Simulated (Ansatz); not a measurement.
## Electronic structure of C2H3Cl2Si (SMILES C=C[Si](Cl)Cl) (doublet) in real space

The calculation's input:

```
crystal:
  periodic: [false, false, false]
  atoms:
    - { symbol: C, position_ang: [0.1881, 0.1965, 1.4933] }
    - { symbol: C, position_ang: [-0.221, -0.1603, 0.2522] }
    - { symbol: Si, position_ang: [0.5222, 0.3466, -1.3482] }
    - { symbol: Cl, position_ang: [1.0774, -1.4541, -2.1908] }
    - { symbol: Cl, position_ang: [-1.0549, 1.0247, -2.4169] }
    - { symbol: H, position_ang: [-0.3967, -0.1112, 2.3518] }
    - { symbol: H, position_ang: [0.9842, 0.9341, 1.6714] }
    - { symbol: H, position_ang: [-1.007, -0.8335, 0.1315] }
basis:
  gaussian:
    orbitals: def2-SVP
hamiltonian:
  xc:
    name: PBE-QIDH
magnetization:
  spin_polarized: true
  initial_magnetization: 1.0
output:
  orbitals: {}
```

The fields and orbitals are those of the mean-field reference, not of the correlated method.

Level of theory: SCF PBE-QIDH, Gaussian basis (Ansatz 0.2.0).

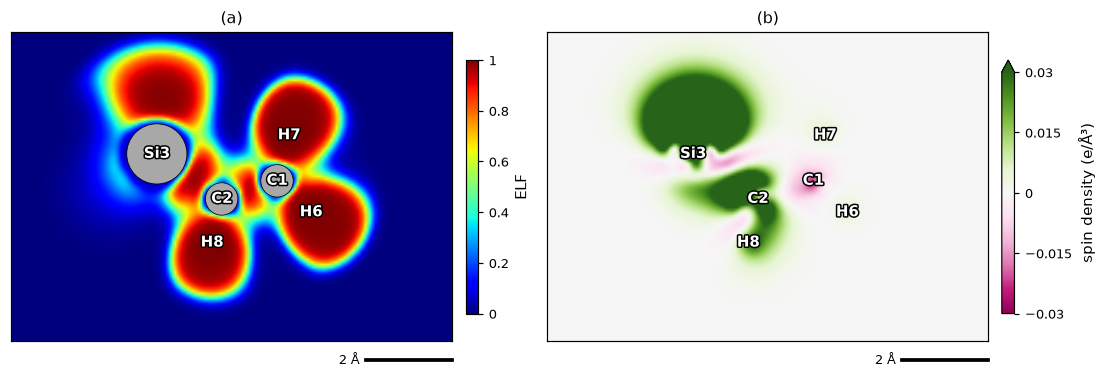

Figure 1. (a) electron localisation function; (b) spin density on the plane of atoms C1, C2 and Si3. Grey discs cover the atomic cores in the ELF map.

Describe what can be read from this map.

Answer.
- The plane passes through C, Si and H nuclei.
- C–C (1.35 Å): the ELF peaks at about 0.95 between the atoms; localised, covalent bonding.
- C–Si (1.84 Å): the ELF peaks at about 1 between the atoms: a shared electron pair.
- C–H (1.04 Å): the ELF climbs to about 1 towards the hydrogen, as it does in any bond to H: a covalent bond by its length.
- The ELF also peaks beside Si3, away from the bonds: non-bonding electrons, paired or unpaired.
- The unpaired spin (1 electron) lies mostly on Si3 (about 0.7), C2 (about 0.1), Cl4 (about 0.1) and Cl5 (about 0.1), in electrons by Hirshfeld's partition.

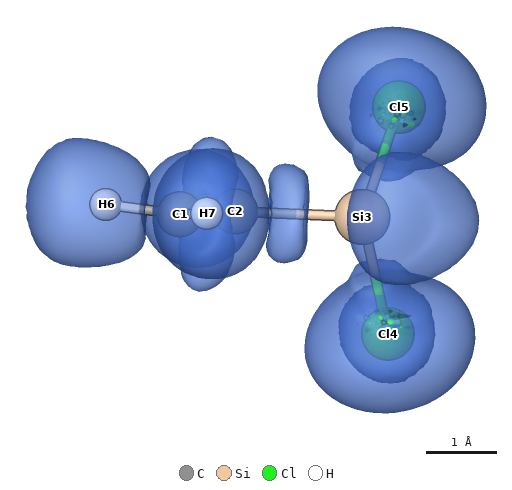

Figure 2. Isosurface of the ELF at 0.8 (blue), seen at a tilt. Only the valence region is drawn (cores and ρ < 0.01 e/Å³ removed).

What do the ELF domains correspond to?

Answer. The surface consists of one region between bonded C–C atoms (shared pairs), one region between bonded C–Si atoms (shared pairs), three regions around hydrogen nuclei, two regions on Cl in which the atom's valence shell and bonds are merged and one lobe on Si, pointing away from the bonds (non-bonding electrons).

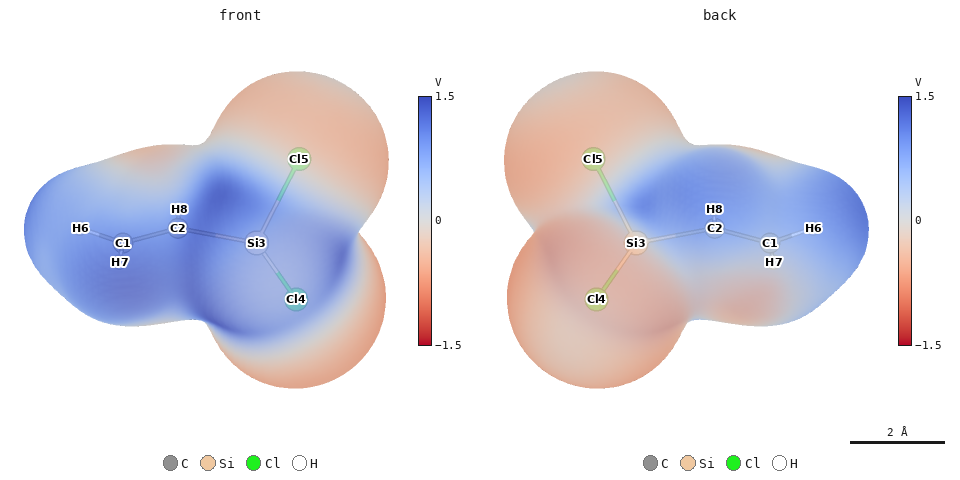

Figure 3. The electrostatic potential painted on the density surface at 0.002 e/bohr³, seen from the front and from behind; the colour scale runs from red (negative) to blue (positive).

Which sites attract a positive test charge, and which a negative one?

Answer. A positive charge is drawn to the negative regions and a negative charge to the positive ones. The most negative region (about −0.6 V, or −14 kcal/mol for a unit charge) lies over Cl4, the most positive (about +1.3 V, or +30 kcal/mol for a unit charge) over Si3.

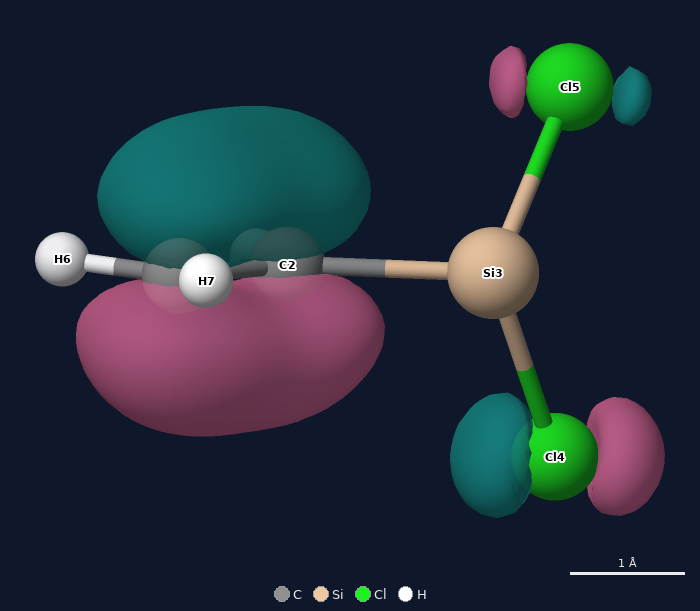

Figure 4. The HOMO (β) at ±0.15 Å⁻³ᐟ² (teal and pink are the two phases), seen at a tilt.

Describe this orbital and give its energy.

Answer. Its weight (Hirshfeld) is mainly on C1 (about 40 %), C2 (about 35 %) and Cl4 (about 10 %); π-bonding across C1–C2. Its energy is −9.99 eV.
